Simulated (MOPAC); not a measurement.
**Run report: CH4Cl2HfOS, geometry relaxation (part 2 of 4)**

CH4Cl2HfOS; PM6-DH+, closed shell, dispersion DH+ (MOPAC 23.2.5). The atoms were displaced at random from an optimised geometry.

Geometry of the input (Å):
```
C  -1.7887  0.0704  -0.3717
O  -0.4747  0.1376  -0.0760
Hf 1.3419  0.4546  0.2693
S  2.4361  -1.7202  0.3515
Cl 2.2876  1.8122  -1.3889
Cl 1.5582  1.5103  2.3751
H  -2.0729  0.5948  -1.2805
H  -2.1276  -0.9987  -0.4661
H  -2.3983  0.4889  0.4806
H  1.2714  -2.3450  0.0861
```

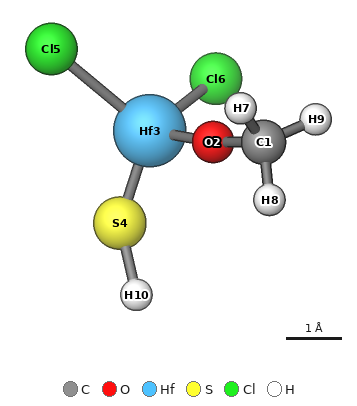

The geometry at step 10 of the log (ball-and-stick view, seen at a tilt; atoms are numbered from 1 in the order of the input).

## Output, continued
```
     Atom    s        px        py        pz      x^2-y^2     xz        z^2       yz        xy
    1  C   1.09742   0.73447   1.13736   1.13066
    2  O   1.59944   1.30252   1.66103   1.62604
    3 Hf   0.78448   0.28023   0.27025   0.28253   0.65325   0.62023   0.57891   0.81148   0.60970
    4  S   1.62673   1.32837   1.04523   1.37681   0.03149   0.00438   0.01500   0.00989   0.02671
    5 Cl   1.96138   1.78985   1.58285   1.61722   0.00051   0.00045   0.00060   0.00034   0.00039
    6 Cl   1.96138   1.80719   1.63640   1.54631   0.00027   0.00066   0.00062   0.00045   0.00029
    7  H   0.84883
    8  H   0.85913
    9  H   0.84900
   10  H   0.89127

          BONDING CONTRIBUTION OF EACH M.O.

  1.4005  1.3102  0.2639  1.6787  0.1880  1.9584  1.5538  1.5451  1.9641  1.5643
  1.6694  1.5835  1.1437  1.4313  1.3292  1.1485  0.5302  0.7789  0.6279 -1.8362
 -1.7516 -1.6104 -1.7668 -1.6745 -1.1537 -0.8699 -0.0541 -0.0574 -0.8040 -0.4898
 -1.3282 -1.6577 -1.9660 -1.9619 -1.9583 -0.9066 -0.8685 -0.9351 -0.0013 -0.0012
 -0.0013 -0.0010 -0.0006 -0.0030 -0.0050 -0.0013 -0.0018 -0.0026

            (VALENCIES)   BOND ORDERS

     1  C     (3.831)     8  H 0.962     7  H 0.960     9  H 0.960     2  O 0.875     3 Hf 0.049

     2  O     (2.696)     3 Hf 1.620     1  C 0.875     4  S 0.067     5 Cl 0.057     6 Cl 0.057    10  H 0.011

     3 Hf     (6.669)     4  S 2.138     2  O 1.620     5 Cl 1.387     6 Cl 1.387    10  H 0.052     1  C 0.049
                          7  H 0.012     9  H 0.012     8  H 0.012

     4  S     (3.291)     3 Hf 2.138    10  H 0.888     5 Cl 0.095     6 Cl 0.095     2  O 0.067

     5 Cl     (1.630)     3 Hf 1.387     4  S 0.095     6 Cl 0.066     2  O 0.057    10  H 0.017

     6 Cl     (1.630)     3 Hf 1.387     4  S 0.095     5 Cl 0.066     2  O 0.057    10  H 0.017

     7  H     (0.977)     1  C 0.960     3 Hf 0.012

     8  H     (0.980)     1  C 0.962     3 Hf 0.012

     9  H     (0.977)     1  C 0.960     3 Hf 0.012

    10  H     (0.988)     4  S 0.888     3 Hf 0.052     5 Cl 0.017     6 Cl 0.017     2  O 0.011

 *                    *
 * JOB ENDED NORMALLY *
 *                    *

 TOTAL JOB TIME:             0.57 SECONDS

 == MOPAC DONE ==
```

## Trajectory as extended XYZ (Å, eV, eV/Å), 60 frames, from step=0 to step=59
```
10
Properties=species:S:1:pos:R:3:forces:R:3 step=0 energy=-15.43128
C    -1.7887    0.0704   -0.3717   -3.5232  -0.8045   0.3064
O    -0.4747    0.1376   -0.0760    4.2464   0.6049   0.6618
Hf    1.3419    0.4546    0.2693    2.8411  -7.7486   0.3633
S     2.4361   -1.7202    0.3515   -3.2145   8.8896  -0.1247
Cl    2.2876    1.8122   -1.3889   -0.0581   0.0229   0.0032
Cl    1.5582    1.5103    2.3751   -0.0819  -0.0576  -0.2326
H    -2.0729    0.5948   -1.2805    0.2142   0.3198  -0.4455
H    -2.1276   -0.9987   -0.4661    0.3531   0.2281  -0.0410
H    -2.3983    0.4889    0.4806    0.2756   0.0187  -0.2066
H     1.2714   -2.3450    0.0861   -1.0526  -1.4733  -0.2844
10
Properties=species:S:1:pos:R:3:forces:R:3 step=1 energy=-17.72447
C    -1.8340    0.0773   -0.3702   -0.1146  -0.5410   0.3783
O    -0.4287    0.1651   -0.0664    0.3513   0.0859  -0.1261
Hf    1.3636    0.3685    0.2719    3.0588  -5.7088   0.3445
S     2.3847   -1.5690    0.3471   -3.5474   7.0050  -0.2760
Cl    2.2887    1.8251   -1.3881   -0.1315  -0.2039   0.1784
Cl    1.5540    1.5233    2.3697   -0.0563  -0.1670  -0.2864
H    -2.0709    0.6060   -1.2907    0.2375   0.2629  -0.2748
H    -2.1252   -0.9890   -0.4685    0.3090   0.0759  -0.0219
H    -2.3960    0.4954    0.4750    0.0434   0.2187   0.1727
H     1.2562   -2.3655    0.0796   -0.1502  -1.0278  -0.0886
10
Properties=species:S:1:pos:R:3:forces:R:3 step=2 energy=-18.56436
C    -1.8384    0.0861   -0.3474   -0.1547   0.0013  -0.4981
O    -0.4362    0.1919   -0.1007    1.8332  -0.1690   0.4903
Hf    1.4360    0.2069    0.2874   -5.8720   8.3698  -0.6786
S     2.2411   -1.2522    0.3270    2.7285  -7.2849  -0.0270
Cl    2.2809    1.8386   -1.3749   -0.0753  -0.4405   0.2512
Cl    1.5430    1.5452    2.3485    0.0360  -0.2931  -0.1753
H    -2.0648    0.6261   -1.3018    0.1981  -0.0685   0.3996
H    -2.1187   -0.9784   -0.4695    0.2382   0.1044   0.0710
H    -2.3973    0.5170    0.4967    0.1889   0.1243   0.0398
H     1.2483   -2.4011    0.0810    0.8792  -0.3437   0.1270
10
Properties=species:S:1:pos:R:3:forces:R:3 step=3 energy=-19.17208
C    -1.8324    0.0632   -0.3628    0.1792   0.6373   0.5145
O    -0.4077    0.1701   -0.0690   -0.3571  -0.1319  -0.1892
Hf    1.3897    0.3114    0.2760    0.7729  -2.6128  -0.0071
S     2.3026   -1.4029    0.3309   -2.2351   2.6074  -0.2437
Cl    2.2891    1.8070   -1.3534    0.1306   0.1258  -0.2651
Cl    1.5534    1.5184    2.3332    0.0192   0.0906   0.3072
H    -2.0615    0.6193   -1.2916    0.2828  -0.0067   0.1290
H    -2.1144   -0.9815   -0.4663    0.2097  -0.3194  -0.0167
H    -2.3933    0.5133    0.5001    0.3838  -0.1071  -0.3196
H     1.2617   -2.4169    0.0852    0.6140  -0.2832   0.0907
10
Properties=species:S:1:pos:R:3:forces:R:3 step=4 energy=-19.35493
C    -1.8273    0.0774   -0.3414    0.3856  -0.5693  -0.6179
O    -0.4033    0.1598   -0.0830   -0.1458  -0.0360   0.0502
Hf    1.3943    0.2902    0.2698    0.0062  -0.5523   0.1494
S     2.2755   -1.3615    0.3288   -1.4202   0.9416  -0.1995
Cl    2.2946    1.8123   -1.3664    0.0662  -0.0221  -0.1213
Cl    1.5513    1.5258    2.3598    0.0087  -0.1499  -0.0606
H    -2.0546    0.6158   -1.2749    0.2095   0.1097  -0.0573
H    -2.1083   -0.9943   -0.4693    0.2909   0.2455   0.1024
H    -2.3854    0.5082    0.4686   -0.0786   0.3315   0.6512
H     1.2767   -2.4286    0.0985    0.6775  -0.2987   0.1034
10
Properties=species:S:1:pos:R:3:forces:R:3 step=5 energy=-19.41004
C    -1.8189    0.0620   -0.3664    0.0485   0.3931   0.9646
O    -0.3982    0.1560   -0.0758   -0.2072  -0.0851  -0.1091
Hf    1.3993    0.2785    0.2787   -1.0325   1.4394  -0.1168
S     2.2388   -1.3230    0.3178   -0.3738  -0.9948  -0.1038
Cl    2.2987    1.8144   -1.3773    0.0309  -0.1289  -0.0263
Cl    1.5559    1.5245    2.3623    0.0156  -0.1221   0.0225
H    -2.0472    0.6184   -1.2716    0.1683   0.1909  -0.3071
H    -2.0991   -0.9897   -0.4619    0.1788  -0.1917  -0.0313
H    -2.3832    0.5179    0.4996    0.4524  -0.1849  -0.3831
H     1.2969   -2.4433    0.1076    0.7191  -0.3158   0.0904
10
Properties=species:S:1:pos:R:3:forces:R:3 step=6 energy=-19.44808
C    -1.8128    0.0513   -0.3348   -0.0461   0.9269  -1.0145
O    -0.3930    0.1451   -0.0896   -0.1226  -0.0309   0.1273
Hf    1.3972    0.2917    0.2804   -0.9746   1.0927  -0.2077
S     2.2191   -1.3209    0.3118   -0.3388  -0.8794  -0.0815
Cl    2.3071    1.8092   -1.3801    0.0542  -0.0722  -0.0802
Cl    1.5557    1.5154    2.3636    0.0226  -0.0421   0.1392
H    -2.0396    0.6241   -1.3070    0.3478  -0.4689   0.8991
H    -2.0900   -0.9941   -0.4650    0.1285  -0.2542   0.0578
H    -2.3747    0.5154    0.4912    0.2339   0.0085   0.0802
H     1.3200   -2.4644    0.1205    0.6950  -0.2804   0.0803
10
Properties=species:S:1:pos:R:3:forces:R:3 step=7 energy=-19.53388
C    -1.8072    0.0622   -0.3386    0.1355  -0.3755  -0.7288
O    -0.3884    0.1234   -0.0879   -0.1270   0.1387   0.1128
Hf    1.3909    0.3136    0.2794   -0.3112  -0.1207  -0.1394
S     2.2057   -1.3343    0.3071   -0.6935   0.2108  -0.0595
Cl    2.3134    1.8021   -1.3912    0.0628  -0.0343  -0.0966
Cl    1.5577    1.5063    2.3771    0.0167  -0.0234   0.1287
H    -2.0268    0.6112   -1.2805    0.1762  -0.0509   0.1541
H    -2.0787   -1.0141   -0.4623    0.1759   0.3048   0.0803
H    -2.3599    0.5045    0.4781   -0.0486   0.2351   0.4893
H     1.3544   -2.4931    0.1367    0.6131  -0.2846   0.0592
10
Properties=species:S:1:pos:R:3:forces:R:3 step=8 energy=-19.62351
C    -1.7929    0.0495   -0.3442    0.0369  -0.3149  -0.1780
O    -0.3796    0.0999   -0.0802   -0.2363   0.2475   0.0153
Hf    1.3841    0.3361    0.2658    0.0976  -0.3726   0.3019
S     2.1594   -1.3271    0.3031   -0.5816   0.2856  -0.0295
Cl    2.3289    1.7925   -1.4126    0.0575  -0.0033  -0.1078
Cl    1.5638    1.4963    2.4209   -0.0208  -0.1830  -0.2237
H    -2.0033    0.6010   -1.2678    0.0395   0.0953  -0.1930
H    -2.0550   -1.0257   -0.4542    0.0541   0.1955   0.0158
H    -2.3371    0.4981    0.4859   -0.0706   0.1489   0.3374
H     1.4233   -2.5511    0.1677    0.6237  -0.0990   0.0616
10
Properties=species:S:1:pos:R:3:forces:R:3 step=9 energy=-19.69212
C    -1.7784    0.0347   -0.3526   -0.1032  -0.0908   0.2857
O    -0.3724    0.0821   -0.0805   -0.1087   0.3713   0.0305
Hf    1.3805    0.3582    0.2851    0.1453  -0.4454  -0.2536
S     2.0988   -1.3133    0.2852   -0.2508  -0.1776   0.0452
Cl    2.3463    1.7910   -1.4473   -0.0773  -0.1781   0.1370
Cl    1.5689    1.4727    2.4258   -0.0358   0.0266   0.0442
H    -1.9753    0.5900   -1.2694   -0.0924   0.1361  -0.3119
H    -2.0273   -1.0414   -0.4516   -0.0596   0.1340  -0.0338
H    -2.3106    0.4902    0.4998   -0.0713   0.0050   0.0276
H     1.5186   -2.6163    0.2035    0.6538   0.2189   0.0293
10
Properties=species:S:1:pos:R:3:forces:R:3 step=10 energy=-19.73065
C    -1.7710    0.0228   -0.3490   -0.1708   0.3300   0.1876
O    -0.3690    0.0861   -0.0670   -0.2755   0.3582  -0.0789
Hf    1.3819    0.3667    0.2703    0.2496  -0.3561   0.1183
S     2.0572   -1.3108    0.2860    0.0798  -0.2708   0.0815
Cl    2.3531    1.7889   -1.4479   -0.0609  -0.1025   0.0586
Cl    1.5694    1.4668    2.4421   -0.0618  -0.0514  -0.1709
H    -1.9580    0.5816   -1.2827   -0.1132  -0.0252   0.0109
H    -2.0097   -1.0505   -0.4512   -0.0968   0.0502  -0.0254
H    -2.2946    0.4830    0.5163   -0.1041  -0.0796  -0.1882
H     1.6016   -2.6467    0.2332    0.5538   0.1472   0.0066
10
Properties=species:S:1:pos:R:3:forces:R:3 step=11 energy=-19.77547
C    -1.7703    0.0183   -0.3454   -0.0998   0.5546   0.0855
O    -0.3742    0.1117   -0.0613   -0.0129   0.3015  -0.0496
Hf    1.3878    0.3641    0.2675    0.0574  -0.2494   0.0806
S     2.0314   -1.3161    0.2878    0.2910  -0.1359   0.0879
Cl    2.3516    1.7947   -1.4417   -0.0693  -0.1014   0.0518
Cl    1.5659    1.4632    2.4305   -0.0643  -0.0029  -0.1166
H    -1.9480    0.5713   -1.2867   -0.2053  -0.0179   0.0513
H    -1.9977   -1.0500   -0.4512   -0.1086  -0.1223  -0.0161
H    -2.2871    0.4738    0.5221   -0.2405  -0.0395  -0.1627
H     1.6868   -2.6620    0.2547    0.4522  -0.1867  -0.0121
10
Properties=species:S:1:pos:R:3:forces:R:3 step=12 energy=-19.87091
C    -1.7637    0.0272   -0.3342   -0.0714   0.0808  -0.2042
O    -0.3835    0.1967   -0.0426    0.1503   0.2383  -0.0847
Hf    1.4003    0.3502    0.2556   -0.0607   0.2134   0.0690
S     1.9701   -1.3281    0.2973    0.5860  -1.6710   0.0874
Cl    2.3410    1.8089   -1.4167   -0.0942  -0.0504   0.0171
Cl    1.5525    1.4538    2.3927   -0.0689   0.1389   0.0289
H    -1.9267    0.5426   -1.3053   -0.3754   0.0420   0.2439
H    -1.9636   -1.0634   -0.4485    0.0353   0.2295   0.0831
H    -2.2765    0.4481    0.5456   -0.4656   0.0839  -0.1978
H     1.9569   -2.7406    0.3156    0.3646   0.6946  -0.0428
10
Properties=species:S:1:pos:R:3:forces:R:3 step=13 energy=-19.98899
C    -1.7711    0.0540   -0.3271    0.1985  -0.2372  -0.2188
O    -0.4047    0.3606   -0.0261    0.5171  -0.2071  -0.1217
Hf    1.4224    0.2994    0.2427   -0.5719   0.3920  -0.0815
S     1.9555   -1.3924    0.3214    0.5091  -1.3592  -0.0072
Cl    2.3022    1.8485   -1.3639   -0.1175  -0.1764   0.0526
Cl    1.5259    1.4732    2.3223   -0.0344   0.1521   0.1697
H    -1.9371    0.5208   -1.3279   -0.4245   0.1098   0.4699
H    -1.9434   -1.0532   -0.4374    0.3103   0.4788   0.1625
H    -2.3035    0.4273    0.5666   -0.4190   0.1687  -0.3790
H     2.2606   -2.7640    0.3557    0.0323   0.6786  -0.0464
10
Properties=species:S:1:pos:R:3:forces:R:3 step=14 energy=-20.03820
C    -1.7710    0.0576   -0.3274    0.2647   0.0585  -0.1244
O    -0.3995    0.3711   -0.0360    0.2762  -0.2785  -0.0844
Hf    1.4185    0.2926    0.2435   -0.1777  -0.2725   0.0472
S     1.9801   -1.4129    0.3207   -0.1187   0.7890  -0.0614
Cl    2.2942    1.8501   -1.3571   -0.1137  -0.1950   0.0413
Cl    1.5245    1.4856    2.3221   -0.0391   0.0538   0.0705
H    -1.9553    0.5310   -1.3085   -0.3779   0.1802   0.1471
H    -1.9458   -1.0329   -0.4276    0.2972   0.0800   0.0997
H    -2.3217    0.4362    0.5432   -0.3584   0.2247  -0.1231
H     2.2464   -2.7352    0.3450    0.3475  -0.6403  -0.0124
10
Properties=species:S:1:pos:R:3:forces:R:3 step=15 energy=-20.06921
C    -1.7603    0.0543   -0.3258    0.2968   0.4321  -0.0391
O    -0.3890    0.3778   -0.0475   -0.0667  -0.2289  -0.0382
Hf    1.4149    0.2933    0.2453    0.2863  -0.5230   0.1623
S     1.9667   -1.4200    0.3106    0.1121   0.1990   0.0156
Cl    2.2889    1.8450   -1.3542   -0.1004  -0.1467   0.0231
Cl    1.5243    1.4912    2.3265   -0.0431   0.0167  -0.0054
H    -1.9640    0.5390   -1.2823   -0.3768   0.2364  -0.2738
H    -1.9256   -1.0164   -0.4071    0.1852  -0.4756  -0.0007
H    -2.3314    0.4445    0.5141   -0.3590   0.2849   0.2142
H     2.3219   -2.7553    0.3565    0.0655   0.2052  -0.0580
10
Properties=species:S:1:pos:R:3:forces:R:3 step=16 energy=-20.10502
C    -1.7531    0.0734   -0.3288   -0.1930   0.0503   0.0550
O    -0.3851    0.3827   -0.0566   -0.0814  -0.1386  -0.0020
Hf    1.4152    0.2797    0.2505    0.1289   0.0256   0.1586
S     1.9752   -1.4204    0.3033    0.2499  -0.1758   0.0530
Cl    2.2755    1.8417   -1.3442   -0.0689  -0.1341  -0.0113
Cl    1.5210    1.5035    2.3200   -0.0394  -0.0383  -0.0272
H    -1.9850    0.5561   -1.2864   -0.2021   0.1227  -0.1233
H    -1.9141   -1.0180   -0.3925    0.1781  -0.0225  -0.0322
H    -2.3524    0.4638    0.5102   -0.0216   0.1729  -0.0143
H     2.3593   -2.7459    0.3483    0.0496   0.1377  -0.0563
10
Properties=species:S:1:pos:R:3:forces:R:3 step=17 energy=-20.12261
C    -1.7560    0.0897   -0.3324   -0.2786  -0.0503  -0.0007
O    -0.3847    0.3854   -0.0645   -0.0314  -0.0566   0.0369
Hf    1.4171    0.2717    0.2596   -0.0874   0.0530   0.0845
S     1.9902   -1.4244    0.2954    0.1968  -0.0187   0.0584
Cl    2.2613    1.8336   -1.3378   -0.0264  -0.0859  -0.0643
Cl    1.5175    1.5117    2.3125   -0.0320  -0.0364   0.0236
H    -2.0086    0.5750   -1.2904   -0.0334   0.0163  -0.0014
H    -1.9009   -1.0093   -0.3851    0.0724   0.1032  -0.0648
H    -2.3705    0.4885    0.4962    0.1380   0.1131  -0.0285
H     2.3918   -2.7374    0.3327    0.0820  -0.0378  -0.0437
10
Properties=species:S:1:pos:R:3:forces:R:3 step=18 energy=-20.13165
C    -1.7621    0.1002   -0.3369   -0.1874  -0.0275  -0.0086
O    -0.3860    0.3844   -0.0678    0.0027  -0.0030   0.0430
Hf    1.4169    0.2683    0.2676   -0.1960   0.0204   0.0121
S     2.0041   -1.4250    0.2911    0.1564   0.0972   0.0523
Cl    2.2533    1.8257   -1.3430   -0.0247  -0.0920  -0.0438
Cl    1.5154    1.5142    2.3145   -0.0284  -0.0425   0.0243
H    -2.0235    0.5881   -1.2934    0.0571  -0.0168   0.0346
H    -1.8911   -0.9998   -0.3911   -0.0445   0.0932  -0.0581
H    -2.3777    0.5106    0.4867    0.1824   0.0470  -0.0246
H     2.4145   -2.7338    0.3161    0.0824  -0.0760  -0.0311
10
Properties=species:S:1:pos:R:3:forces:R:3 step=19 energy=-20.13970
C    -1.7705    0.1108   -0.3419   -0.0083   0.0281  -0.0085
O    -0.3888    0.3836   -0.0670    0.0022   0.0207   0.0122
Hf    1.4141    0.2663    0.2741   -0.2508  -0.0187  -0.0329
S     2.0236   -1.4203    0.2905    0.1218   0.1272   0.0332
Cl    2.2470    1.8134   -1.3511   -0.0215  -0.0752  -0.0363
Cl    1.5137    1.5122    2.3192   -0.0261  -0.0363   0.0328
H    -2.0349    0.6004   -1.2965    0.1137  -0.0057   0.0328
H    -1.8849   -0.9876   -0.4066   -0.1563   0.0403  -0.0213
H    -2.3785    0.5341    0.4793    0.1494  -0.0182  -0.0009
H     2.4341   -2.7299    0.2943    0.0758  -0.0622  -0.0110
10
Properties=species:S:1:pos:R:3:forces:R:3 step=20 energy=-20.14692
C    -1.7768    0.1217   -0.3465    0.0964   0.0572  -0.0122
O    -0.3922    0.3840   -0.0663    0.0315   0.0182  -0.0177
Hf    1.4079    0.2652    0.2786   -0.1879  -0.0609  -0.0466
S     2.0470   -1.4121    0.2930    0.0810   0.1336   0.0076
Cl    2.2429    1.7992   -1.3637   -0.0320  -0.0697  -0.0096
Cl    1.5126    1.5065    2.3289   -0.0274  -0.0404   0.0128
H    -2.0404    0.6120   -1.3001    0.1297   0.0277   0.0211
H    -1.8847   -0.9749   -0.4244   -0.2277  -0.0008   0.0210
H    -2.3734    0.5539    0.4766    0.0782  -0.0620   0.0113
H     2.4521   -2.7258    0.2724    0.0583  -0.0028   0.0122
```
